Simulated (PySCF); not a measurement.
# TaF4: forces at shaken geometries

How stiff is TaF4? Its atoms are displaced at random by several amounts. It is a constructed species; whether it can be made isn't addressed.

The runs use PySCF 2.14.0; PBE0, Ta def2-SVP with ECP60, F def2-SVP; scalar-relativistic core potentials, no spin–orbit coupling.

1 further run of the same task is left out (for a known fault of the program).

**1. Where the work starts**

5 atoms, charge 0, spin multiplicity 2.

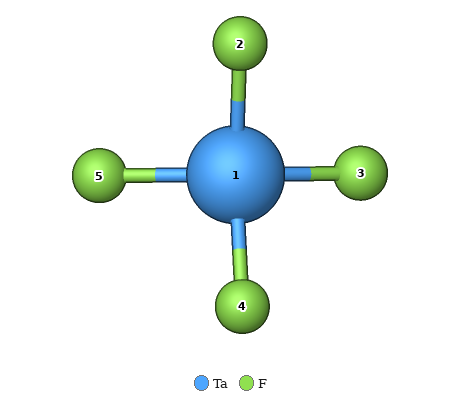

The structure; tantalum blue, fluorine green; atoms are numbered from 1 in the order of the file.

Coordinates:

```xyz
5
charge 0, multiplicity 2
Ta    0.0000    0.0000    0.0000
F     1.7548    0.0000   -0.6464
F     0.0000    1.7548    0.6464
F    -1.7548    0.0000   -0.6464
F     0.0000   -1.7548    0.6464
```

Formal oxidation states: Ta +4. An earlier session relaxed this geometry at PBE0, Ta def2-SVP with ECP60, F def2-SVP (doublet, point group D2d).

Its energy there is -455.932516 Eh.

**2. Atoms moved at random, σ = 0.15 Å**

run.py (the lines that set the calculation)

```python
mol = gto.M(atom='''
Ta     0.00874    -0.11619     0.09943
F      1.95961     0.07834    -0.46526
F      0.03721     1.82051     0.55037
F     -1.70723    -0.11784    -0.69932
F     -0.29834    -1.66482     0.51478''',
    basis={'Ta': 'def2-SVP', 'F': 'def2-SVP'},
    ecp={'Ta': 'def2-SVP'},
    charge=0, spin=1)
mf = dft.UKS(mol, xc='PBE0')
mf.grids.atom_grid = (50, 194)
mf = mf.density_fit()  # fitting sets: Ta def2-universal-JKFIT, F def2-universal-JKFIT
mf.conv_tol = 1e-08; mf.max_cycle = 55
mf.kernel(dm0)  # dm0: the density of the relaxed state
```

On the command line:

```bash
$ OMP_NUM_THREADS=2 python run.py
```

**3. Atoms moved at random, σ = 0.03 Å**

run.py (the lines that set the calculation)

```python
mol = gto.M(atom='''
Ta    -0.01537     0.01003    -0.02421
F      1.74299     0.04682    -0.59400
F      0.01269     1.73675     0.65694
F     -1.76170    -0.04279    -0.69330
F      0.02140    -1.75081     0.65457''',
    basis={'Ta': 'def2-SVP', 'F': 'def2-SVP'},
    ecp={'Ta': 'def2-SVP'},
    charge=0, spin=1)
mf = dft.UKS(mol, xc='PBE0')
mf.grids.atom_grid = (50, 194)
mf = mf.density_fit()  # fitting sets: Ta def2-universal-JKFIT, F def2-universal-JKFIT
mf.conv_tol = 1e-08; mf.max_cycle = 55
mf.kernel(dm0)  # dm0: the density of the relaxed state
```

**4. Atoms moved at random, σ = 0.1 Å**

run.py (the lines that set the calculation)

```python
mol = gto.M(atom='''
Ta     0.09610    -0.09679    -0.07556
F      1.73021     0.07372    -0.61071
F     -0.03806     1.78077     0.67922
F     -1.76473    -0.06819    -0.53565
F     -0.02353    -1.68950     0.54271''',
    basis={'Ta': 'def2-SVP', 'F': 'def2-SVP'},
    ecp={'Ta': 'def2-SVP'},
    charge=0, spin=1)
mf = dft.UKS(mol, xc='PBE0')
mf.grids.atom_grid = (50, 194)
mf = mf.density_fit()  # fitting sets: Ta def2-universal-JKFIT, F def2-universal-JKFIT
mf.conv_tol = 1e-08; mf.max_cycle = 55
mf.kernel(dm0)  # dm0: the density of the relaxed state
```

What does the calculation give? Wanted: for each run, σ; energy rise; harmonic estimate −½ F·u; largest force component.

**Answer**, as computed:

| σ (Å) | energy rise (eV) | harmonic estimate −½ F·u (eV) | largest force component (eV/Å) |
| --- | --- | --- | --- |
| 0.15 | 2.075 | 2.101 | 15.63 |
| 0.03 | 0.023 | 0.023 | 0.87 |
| 0.1 | 1.282 | 1.338 | 8.98 |

Every displacement raises the energy. For a harmonic well the rise equals −½ F·u; the two differ by at most 4 % here (a move with σ = 0.1 Å), from anharmonicity, the grid and the small forces left at the relaxed point. The bases are small and lack diffuse functions. Spin–orbit coupling is left out for this open shell, where it can reorder the states. Open shells may have lower solutions than the one found.
